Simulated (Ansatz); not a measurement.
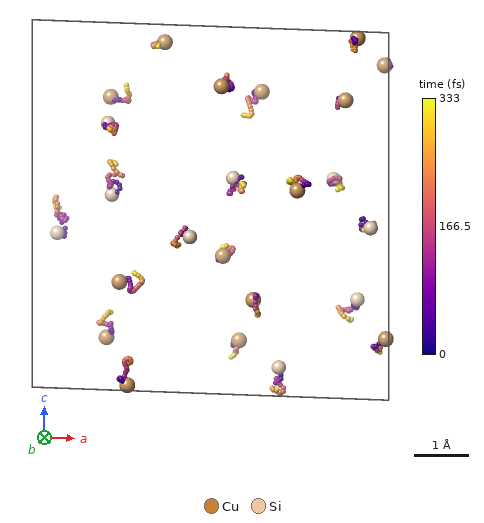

First-principles dynamics of an amorphous cell of composition Cu$_{5}$Si$_{3}$ (24 atoms in the cell), 333 fs long. It starts from the last geometry of an earlier run, with fresh velocities. Dots mark each atom's position at evenly spaced times, coloured by time; spheres stand at the starting positions. Seen along the b axis in the simulation cell.

Method: DFT PBE, scalar-relativistic, plane waves, PAW in Ansatz. Set-up: plane-wave cutoff 420 eV; k-point mesh 1 × 1 × 1; Fermi-Dirac smearing 0.05 eV; volume 0.96 times that of the relaxed crystal; set temperature 300 K; time step 3 fs.

The input:
```yaml
crystal:
  lattice:
    - [6.70174, 0.147256, -0.124175]
    - [0.147256, 6.77207, 0.016602]
    - [-0.124175, 0.016602, 6.899174]
  atoms:
    - { symbol: Cu, position: [0.3722105862, 0.5610175233, 0.9521298771] }
    - { symbol: Cu, position: [0.8790048369, 0.318279085, 0.8119355229] }
    - { symbol: Cu, position: [0.5803313448, 0.9109630373, 0.148158767] }
    - { symbol: Cu, position: [0.7438282971, 0.0193950582, 0.5616514028] }
    - { symbol: Cu, position: [0.2084294183, 0.8292053849, 0.1432047939] }
    - { symbol: Cu, position: [0.5312410593, 0.1220078956, 0.8376276342] }
    - { symbol: Cu, position: [0.6201102388, 0.2807682512, 0.2594157803] }
    - { symbol: Cu, position: [0.9888045469, 0.6459201276, 0.9109878642] }
    - { symbol: Cu, position: [0.2444582187, 0.432048704, 0.2950645726] }
    - { symbol: Cu, position: [0.9132081068, 0.0220408005, 0.9821542968] }
    - { symbol: Cu, position: [0.9918533421, 0.3055459329, 0.1661409067] }
    - { symbol: Cu, position: [0.2206063089, 0.9092384695, 0.7979931137] }
    - { symbol: Cu, position: [0.2666067142, 0.1712137102, 0.014797254] }
    - { symbol: Cu, position: [0.6441669511, 0.7788396442, 0.8267914269] }
    - { symbol: Cu, position: [0.5351395189, 0.6554369952, 0.3761083025] }
    - { symbol: Si, position: [0.8455888955, 0.6621674806, 0.5958861379] }
    - { symbol: Si, position: [0.5639746912, 0.401465677, 0.5891181399] }
    - { symbol: Si, position: [0.2237435492, 0.676443614, 0.5321151491] }
    - { symbol: Si, position: [0.4422751201, 0.0278745357, 0.4244858789] }
    - { symbol: Si, position: [0.2126111051, 0.366568383, 0.7260749532] }
    - { symbol: Si, position: [0.9121689986, 0.710544337, 0.2708561599] }
    - { symbol: Si, position: [0.9495621277, 0.3020791834, 0.4665890134] }
    - { symbol: Si, position: [0.0705579436, 0.9773858207, 0.4226162834] }
    - { symbol: Si, position: [0.6916205311, 0.537502546, 0.0782974396] }
  symmetry: { detect: false }
basis:
  ecutwfc: 420
kpoints:
  mp_grid: { grid: [1, 1, 1], shift: [0.25, 0.25, 0.25] }
hamiltonian:
  xc: pbe
scf:
  occupations: { method: fermi_dirac, width: 0.05 }
  lower_state_search: "off"
  convergence: { dr2_threshold: 1.0e-06 }
output:
  forces: true
  stress: true
md:
  timestep: 3.0
  n_steps: 111
  ensemble: nvt_langevin
  friction: 0.03
  temperature: 300.0
  initial_velocities: maxwell_boltzmann
  seed: 38156
```

Launched with:
```bash
ansatz run input.yaml --threads 2 --pin off --max-ram 5120MiB --backend cpu --events-out ev --progress --plain --runs-dir out
```

Q: Describe the motion.

A: Root-mean-square distances from the starting positions over the second half, with the common drift of all atoms taken out: Si 0.44 Å, Cu 0.32 Å. Against the typical shortest distance between atoms in the first frame, about 2.3 Å these are large excursions, but over 333 fs one can't yet tell strong vibration from the start of diffusion. Over the second half the temperature averages 351 K (spread ±56 K). The potential energy is still drifting at the end, so the run hasn't reached equilibrium. The potential energy in the second half lies on average 94.9 meV per atom below the first frame. The first frame is far from relaxed (forces up to 3.7 eV/Å), so much of the motion is the structure settling. The mean pressure there is 6.0 GPa.

Limits of the set-up: the periodic images lie only 6.7 Å apart, so the values are limited by the cell's size.

Cost: 4.1 min on 2 threads of Intel(R) Xeon(R) 6975P-C (Granite Rapids), on a shared host, peak memory 0.72 GiB.
